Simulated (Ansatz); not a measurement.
# ZrCdS3 (model cell, started as cubic perovskite with Zr in the octahedra): following an unstable mode, part 3 of 3

Wanted: the energy along a soft mode of ZrCdS3 (model cell, started as cubic perovskite with Zr in the octahedra) and the structure at the end.

Ansatz 0.2.0; DFT PBEsol, scalar-relativistic, plane waves, PAW; PAW set soft_1.

So far. Step 5 (Energy along the mode, all amplitudes (two of the runs …): The lowest of the steps tried is the last one, at 0.6 Å, 192 meV/atom below the parent; the bottom of the well need not coincide with a step. Step 7 (The new phase in its own primitive cell): The largest force component left is 1.1e-4 meV/Å and the pressure is -0.004 GPa, within the tolerances set. The cell now holds 22.10 Å³/atom. The relaxed cell has a = 6.796, c = 9.570 Å (conventional setting).

The structure was built from a prototype and need not be the compound's stable phase.

**8. Modes of the new phase**

A relaxed structure may still be a saddle point, so its zone-centre modes are computed. No field response is asked, since the mesh shows no gap.

Contents of input.yaml:

```yaml
crystal:
  lattice:
    - [-3.3981643851, 3.3981643851, 4.7852126105]
    - [3.3981643851, -3.3981643851, 4.7852126105]
    - [3.3981643851, 3.3981643851, -4.7852126105]
  atoms:
    - { symbol: Cd, position: [0.25, 0.75, 0.5] }
    - { symbol: Cd, position: [0.75, 0.25, 0.5] }
    - { symbol: Zr, position: [0.5, 0.5, 0.0] }
    - { symbol: Zr, position: [0.0, 0.0, 0.0] }
    - { symbol: S, position: [0.659100984, 0.840899016, 0.5] }
    - { symbol: S, position: [0.340899016, 0.159100984, 0.5] }
    - { symbol: S, position: [0.25, 0.25, 0.0] }
    - { symbol: S, position: [0.75, 0.75, 0.0] }
    - { symbol: S, position: [0.159100984, 0.659100984, 0.8182019681] }
    - { symbol: S, position: [0.840899016, 0.340899016, 0.1817980319] }
kpoints:
  mp_grid: { grid: [8, 8, 8] }
hamiltonian:
  xc: pbesol
  pseudopotentials: { kind: paw, azcp: { folder: soft_1 }, xc_functional: pbe }
scf:
  occupations: { method: methfessel_paxton, width: 0.2 }
output:
  eigenvalues: true
phonons:
  method: dfpt
```

Command:

```console
> ansatz run input.yaml --threads 8 --pin off --max-ram 16384MiB --backend cpu --events-out ev --progress --plain --runs-dir out
```

Numbers of over 12 decimals in the logs are rounded to 6 here.

Output:

```text
[...]
Crystal: 10 atoms, lattice volume = 221.029 Å³
Basis set: ecut = 420 eV, 4283 PW (Γ), exchange–correlation on 96×96×96 points (8 copies of the dense FFT grid, shifted against one another)
Bands: 60, of which v1, the nominal top of the filled ones, is band 50 counted from 1 (49 counted from 0)
Symmetry: 16 space group operations
k-points: 260 of 512 (irreducible under 1 space group operation, time reversal used)
[...]
SCF iter   1: F=—  HF=-29945.584069 eV  |F-HF|=—  |Δ(HF+E_count)|=         —  Δρ=4.00e-2  dr2=7.35e0  ethr=3.10e-3  ⟨swp⟩=6.2  Hψ=61094  notcnv=0
[...]
SCF iter  12: F=-29943.645220 eV  HF=-29943.645220 eV  |F-HF|=7.28e-12  |Δ(HF+E_count)|=  3.64e-12  S|Δr|=    0.00e0  Δρ=2.60e-8  dr2=1.65e-12  ethr=1.00e-12  ⟨swp⟩=14.6  Hψ=85639  notcnv=0
SCF 1 converged in 12 iterations: F = -29943.645220 eV  dr2 = 1.65e-12
[...]
DFPT response loops at Γ: preconditioner auto → Kerker (q_TF=auto, 2.390 Å⁻¹) (partly filled bands, converged f_vac=0.005); β = 1.00, the filter's whole step (`scf.mixing.beta` (0.50) is not read by the response loops under this deck's `scf.mixing.preconditioner`; to damp them name `kerker` or `kerker_dos`, under which they read `scf.mixing.beta`, and type it under 1.00, their step now; both keys bind the ground state too); Broyden in place of MSR1
SCF converged after 12 iterations
[...]
Free energy (F): -29943.645220 eV
[...]
Internal energy: -29943.651873 eV  (E = F + TS)
E sigma→0 (E₀):  -29943.646883 eV
Entropy (-TS):   0.006653 eV (0.665 meV/atom)
Fermi energy:    8.265221 eV
[...]
--- Band table (eV; the first three rows and the last of 260) ---
  k-point 0: bands = [... 46 lower, 7.8672, 7.8672, 8.1954, 8.2329, 8.2329, 9.3005, 9.3005, 9.5772, ... 6 higher]
  k-point 1: bands = [... 46 lower, 7.7719, 7.8131, 7.9407, 7.9498, 8.5845, 9.2061, 9.2619, 9.9590, ... 6 higher]
  k-point 2: bands = [... 46 lower, 7.4009, 7.5064, 7.6172, 7.9485, 9.0396, 9.1196, 9.2987, 10.3667, ... 6 higher]
  k-point 259: bands = [... 46 lower, 6.4758, 6.4758, 8.2125, 8.2125, 8.7229, 9.5674, 10.0573, 10.3557, ... 6 higher]
--- Phonons (Γ-DFPT): 8 representative perturbations + reference, on 260 of 512 k-points (Σ response iterations 26) ---
  k mesh reduced under 1 symmetry operation, with k and −k counted as one. Each operation leaves every solved perturbation unchanged. A smaller set is not used because it would not reduce the number of displacements times k-points to solve
  ASR residual: 7.355e-5 → 0.000e0 eV/Å²; symmetrization residual: 1.206e-5 eV/Å²
  ASR residual per site (eV/Å²): 2.33e-5 2.33e-5 7.36e-5 7.36e-5 1.99e-5 1.99e-5 2.99e-5 2.99e-5 1.99e-5 1.99e-5
  Γ frequencies (cm⁻¹): -162.68 -162.68 -109.44 -109.44 -27.14 -27.14 -20.92 -20.92 0.00 0.00 0.00 36.83 60.75 82.69 119.89 121.24 121.24 158.85 158.85 159.76 159.76 258.26 265.91 275.25 282.52 282.52 303.26 319.46 406.48 462.99
  non-analytic LO–TO correction: not included (Born effective charges unavailable; polar crystals: no LO–TO splitting at Γ)
```

Elapsed: 8.3 min, on 8 threads of AMD EPYC 7B13 (Zen 3), shared host; peak memory 8.9 GiB.

This step gave:

| Quantity | Value |
| --- | --- |
| sum-rule residual before enforcement | 7.36e-5 eV/Å² |
| point group | 4/mmm |
| highest optical mode at the zone centre (no LO-TO term) | 463.0 cm⁻¹ |
| lowest optical zone-centre mode | -162.7 cm⁻¹ |

Patterns of degenerate modes are one choice out of their space. Modes at Γ, with each element's share of the kinetic energy (negative means imaginary):

| mode | frequency (cm⁻¹) | symmetry | Cd % | Zr % | S % |
| --- | --- | --- | --- | --- | --- |
| 1 | -162.7 | Eg | 0 | 0 | 100 |
| 2 | -162.7 | Eg | 0 | 0 | 100 |
| 3 | -109.4 | Eu | 7 | 11 | 82 |
| 4 | -109.4 | Eu | 7 | 11 | 82 |
| 5 | -27.1 | Eg | 99 | 0 | 1 |
| 6 | -27.1 | Eg | 99 | 0 | 1 |
| 7 | -20.9 | Eu | 52 | 35 | 13 |
| 8 | -20.9 | Eu | 52 | 35 | 13 |
| 9 | 0.0 | acoustic | 37 | 30 | 32 |
| 10 | 0.0 | acoustic | 37 | 30 | 32 |
| 11 | 0.0 | acoustic | 37 | 30 | 32 |
| 12 | 36.8 | A2u | 38 | 50 | 11 |
| 13 | 60.8 | B2g | 99 | 0 | 1 |
| 14 | 82.7 | A2u | 24 | 5 | 71 |
| 15 | 119.9 | B1u | 0 | 0 | 100 |
| 16 | 121.2 | Eu | 0 | 19 | 81 |
| 17 | 121.2 | Eu | 0 | 19 | 81 |
| 18 | 158.8 | Eg | 1 | 0 | 99 |
| 19 | 158.8 | Eg | 1 | 0 | 99 |
| 20 | 159.8 | Eu | 4 | 94 | 2 |
| 21 | 159.8 | Eu | 4 | 94 | 2 |
| 22 | 258.3 | A1g | 0 | 0 | 100 |
| 23 | 265.9 | B2g | 1 | 0 | 99 |
| 24 | 275.2 | A1u | 0 | 100 | 0 |
| 25 | 282.5 | Eu | 0 | 11 | 89 |
| 26 | 282.5 | Eu | 0 | 11 | 89 |
| 27 | 303.3 | B1g | 0 | 0 | 100 |
| 28 | 319.5 | A2g | 0 | 0 | 100 |
| 29 | 406.5 | A2u | 0 | 14 | 86 |
| 30 | 463.0 | A2g | 0 | 0 | 100 |

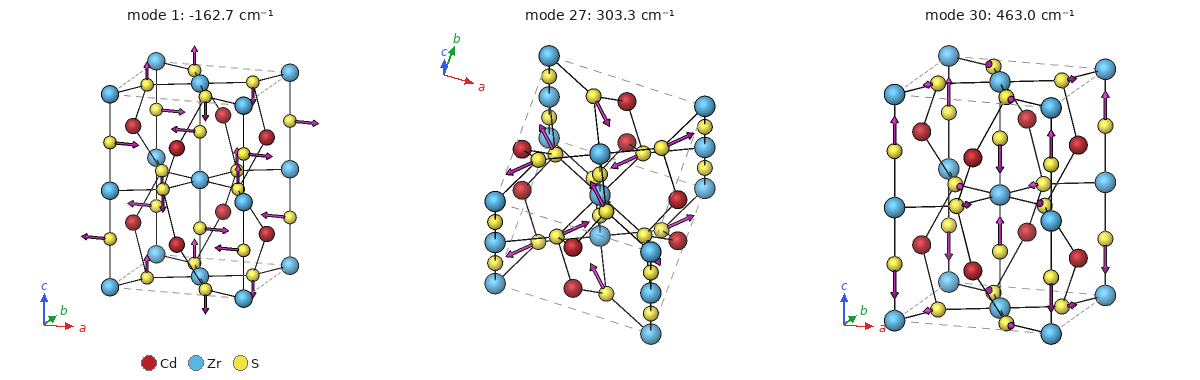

Displacement patterns of modes 1, 27 and 30 at Γ; arrows are exaggerated. Some periodic images of atoms are drawn too.

Before it was imposed, the acoustic sum rule was missed by 7.4e-5 eV/Å². Small misses are needed for a sound result but don't prove that mesh and cutoff are converged. The lowest optical mode is imaginary, 162.7i cm⁻¹, so the energy falls along it.

**9. Outcome**

| Property | Result |
| --- | --- |
| unstable mode of the parent | q = (-0.5, -0.5, -0.5), 180i cm⁻¹ |
| depth at the lowest point sampled | 192 meV/atom |
| largest atomic shift at that point | 0.6 Å |
| space group reached (within 0.01 Å) | I4/mcm |
| energy gained over the parent (first relaxation, on the mesh of the frozen mode) | 291 meV/atom |
| volume per atom, phase reached | 22.1 Å³ |
| lowest optical zone-centre mode, phase reached | -163 cm⁻¹ |
| highest optical mode at the zone centre (no LO-TO term), phase reached | 463 cm⁻¹ |

**Reading.** Along this mode the structure falls into I4/mcm, 291 meV/atom below the parent. At the parent's cell the well is 191.5 meV/atom deep on the steps tried, with its lowest point at a shift of 0.6 Å. That is the last step tried, so the steps alone don't bracket the bottom of the well. Relaxing atoms and cell changes the gain by +99.85 meV/atom against the lowest step (energies at zero smearing). The new phase still has an imaginary mode at the zone centre of its cell, so it is a saddle point on the way to a lower structure. Of the 4 patterns followed to their end from this parent, this one ends 197 meV/atom above the lowest, R-3c. Each path keeps the symmetry of its pattern, so a lower phase may lie along a pattern not tried. With no gap, or one that is small against the smearing, the frequencies hang on the k mesh and the smearing, most of all near Kohn anomalies. A semilocal functional can close a gap that the real compound would have, so the metallic treatment may be an artefact of the level. The PAW files were made for PBE and serve the other functionals too. A phonon run warned that its eigensolver left some bands unconverged in a pass. The starting cell was built on a prototype and not taken from a measurement, so the phase need not exist.

[Logs are printed without paths, hosts, clocks, repeated set-up lines and the standing remarks that a program may print on its own settings, such as how far it seeks lower states.]

[Hosts, paths, dates, database ids (printed as entryN), source tags and the programs' standing remarks are cut or masked in the printed files.]
